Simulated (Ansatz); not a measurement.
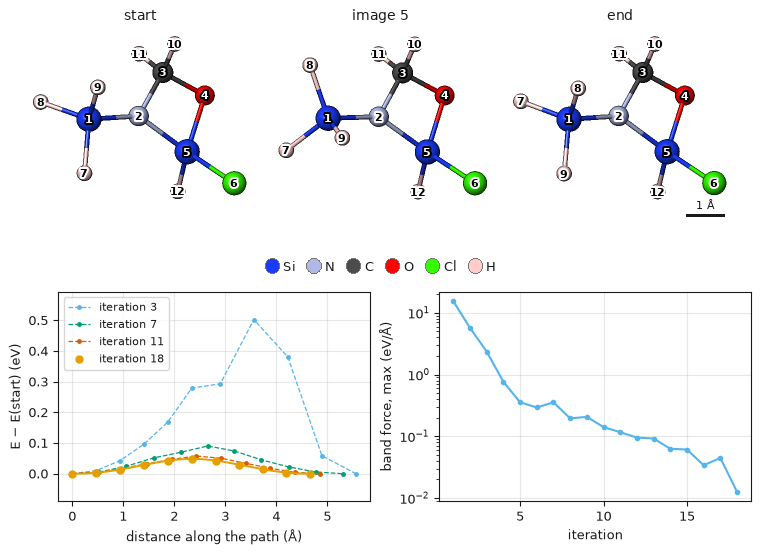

A nudged-elastic-band calculation for CH6ClNOSi2. Images are numbered from 0 (start) to 10 (end). The plot follows the band through its iterations. The picture is a ball-and-stick view, seen at a tilt.

Computed with RKS LDA/def2-SVP (Ansatz 0.2.0). Set-up: 9 movable images; climbing image; force threshold 0.03 eV/Å; iteration limit 60; starting path through a guess of the saddle point.

Q: Did the band converge, and can the barrier be trusted?

A: The result is final at these settings. The band converged in 18 iterations. The largest component of the band force went from 15 to 0.013 eV/Å. The climbing image converged on the top of the path. Its vibrational analysis gives one imaginary mode (112i cm⁻¹), as a transition state must have. The first iteration put the highest image at 7.402 eV. The barrier is about 0.048 eV in both directions, with image 5 at the top; the ends have the same energy.

The run took 110 s on 2 threads of AMD EPYC 9R45 96-Core Processor (Zen 5) (shared host), peak memory 0.2 GiB.
